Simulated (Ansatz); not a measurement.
# Fields on a plane of TiPt (CsCl type)

```xyz
2
Lattice="3.1149 0.0000 0.0000 0.0000 3.1149 0.0000 0.0000 0.0000 3.1149" Properties=species:S:1:pos:R:3 pbc="T T T"
Ti     1.5575     1.5575     1.5575
Pt     0.0000     0.0000     0.0000
```

The slice is a {100} plane (indices of the conventional cell) through the point (0.500, 0.500, 0.500) (fractional), spanned by u = [100] and v = [010] in vectors of this cell: u (3.11 Å) and v (3.11 Å, at 90° to u). It covers one period; positions are fractions (u, v).

Atoms on it: Ti at (0.00, 0.00).

These are LDA (plane waves to 420 eV, PAW, scalar-relativistic; Ansatz, an electronic-structure program) values and carry that method's errors. k mesh 15×15×15. Near the nuclei the fields are pseudised (PAW); where an atom keeps semicore shells as valence, they peak there. Spin-orbit coupling is left out, though Pt is heavy. TiPt is run without spin polarisation. TiPt was relaxed with its symmetry unable to fall.

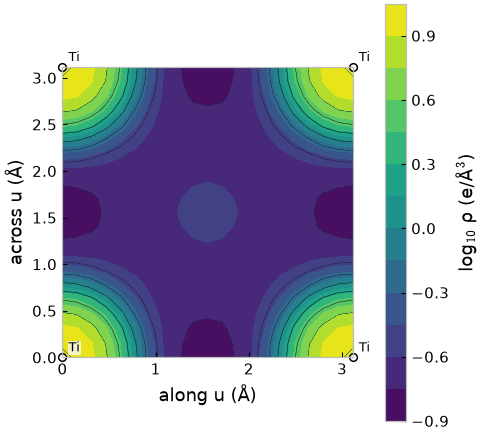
Log₁₀ of the valence density in e/Å³, one period of the plane, atoms marked. The scale is logarithmic, as a density can span decades between atoms and voids.

```
|xxxxxxxx@@++..    ..::..    ..++@@xxxxxx|
|xxxxxx@@%%==    ..::--::..    ==%%@@xxxx|
|xxxx@@@@**::    ..------..    ::**@@@@xx|
|@@@@%%**--    ..::--==--::..    --**%%@@|
|++++==::    ..::--======--::..    ::==++|
|....      ..::----======----::..      ..|
|        ..::------------------::..      |
|    ....::----------------------::....  |
|....::----====--------------====----::..|
|::::----======--------------======----::|
|....::----====--------------====----::..|
|    ....::----------------------::....  |
|        ..::------------------::..      |
|....      ..::----======----::..      ..|
|++++==::    ..::--======--::..    ::==++|
|@@@@%%**--    ..::--==--::..    --**%%@@|
|xxxx@@@@**::    ..------..    ::**@@@@xx|
|xxxxxx@@%%==    ..::--::..    ==%%@@xxxx|
|xxxxxxxx@@++..    ..::..    ..++@@xxxxxx|
|xxxxxxxx@@++..    ..::..    ..++@@xxxxxx|
```
Scale: ten equal steps from 0.08 (start of ' ') to 0.65 (end of '@'), in the order ' .:-=+*#%@'. Values: electron localisation function (ELF). The map has 20 points along u (two characters each, u = 0 at the left) and 20 along v (v = 0 in the bottom row). Points within 0.5 Å of a nucleus are blanked (x), as the pseudised field means little there.
